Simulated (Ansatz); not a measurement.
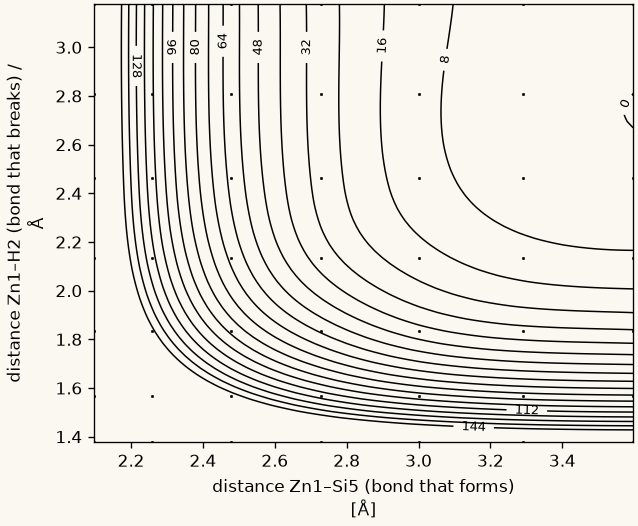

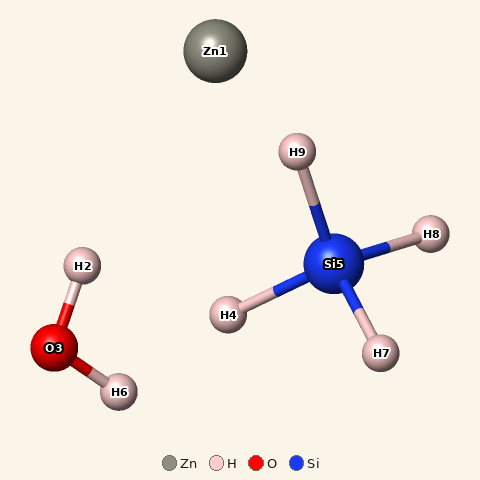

Energy landscape of the reacting system H6OSiZn (fragments H₂OZn + H₄Si where the first distance is long, H₄SiZn + H₂O where the second is long). 
- The first coordinate is: distance Zn1–Si5 (bond that forms); the second: distance Zn1–H2 (bond that breaks).
- Relaxed at each point: all other coordinates.
- Grid: 7 × 7 points.
- Points are written as (first, second).
- Energies are in kJ/mol, from the lowest grid point.
- The reference is spin-restricted, so regions where a bond is pulled apart into radicals lie too high.
- All numbers below come from RKS PBE0-D4/def2-SVP in Ansatz.

Drawn: contour lines labelled in kJ/mol (none above 144), dots at the grid points. Between grid points the surface is interpolated. The second picture is the structure at the lowest point.

### Where are the wells?

The lowest grid point is at (3.597 Å, 2.810 Å). It lies in a valley that leaves the map towards separated partners. The highest grid point, (2.097 Å, 1.377 Å), lies 351 kJ/mol above the lowest.

The values on the grid:

```tsv
second ↓, first →	2.097	2.257	2.477	2.728	3.001	3.291	3.597
3.177	179	114	60	28	11	3	1
2.810	179	114	60	28	11	2	0
2.461	182	116	62	29	12	4	1
2.134	189	123	71	37	19	11	9
1.833	213	147	95	63	43	35	33
1.569	265	201	148	117	99	91	89
1.377	351	284	231	200	182	174	172
```

The whole map (49 points run) took 24 min on 1 thread of Intel(R) Xeon(R) Platinum 8259CL CPU @ 2.50GHz (Skylake/Cascade Lake), on a shared host.
